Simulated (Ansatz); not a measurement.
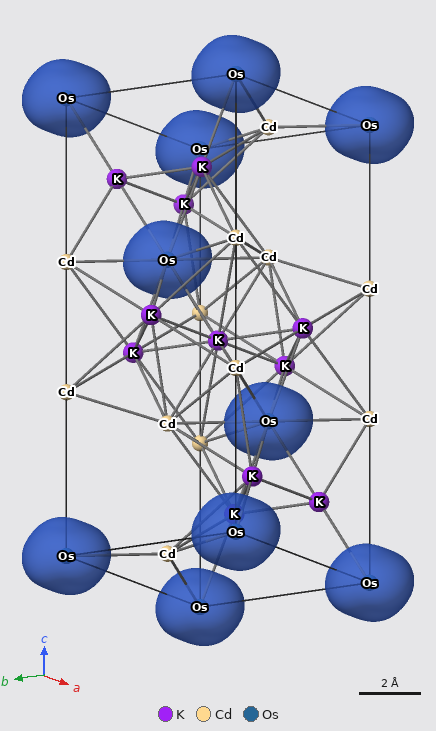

Figure 1: K3Cd2Os. Isosurface of the spin density at +0.01 e/Å³ (blue), seen at an oblique angle. Sticks mark near contacts.

Space group R-3m; a structure generated by program, which may or may not match a known phase; spin-polarised.

Method: DFT PBE, scalar-relativistic, plane waves, PAW in Ansatz.

The density is the valence pseudo-density of a PAW calculation; it isn't the true density close to the nuclei.

```
K Cd Os
1.0
     5.87564    0.00000    0.00000
    -2.93782    5.08845    0.00000
     0.00000    0.00000   16.67443
K Cd Os
9 6 3
Direct
  0.83333 0.66667 0.16667
  0.50000 0.00000 0.50000
  0.16667 0.33333 0.83333
  0.83333 0.16667 0.16667
  0.50000 0.50000 0.50000
  0.16667 0.83333 0.83333
  0.33333 0.16667 0.16667
  0.00000 0.50000 0.50000
  0.66667 0.83333 0.83333
  0.33333 0.66667 0.02443
  0.00000 0.00000 0.35776
  0.66667 0.33333 0.69109
  0.33333 0.66667 0.30891
  0.00000 0.00000 0.64224
  0.66667 0.33333 0.97557
  0.00000 0.00000 0.00000
  0.66667 0.33333 0.33333
  0.33333 0.66667 0.66667
```

Which atoms carry the moments, and with what signs?

The spin density sits on Os: +0.5 μB (×3) in one cell of 18 atoms: parallel main moments, as they must be, since the calculation's own cell holds one magnetic site. The cell of the calculation (6 atoms) carries 0.5 μB of net spin moment.
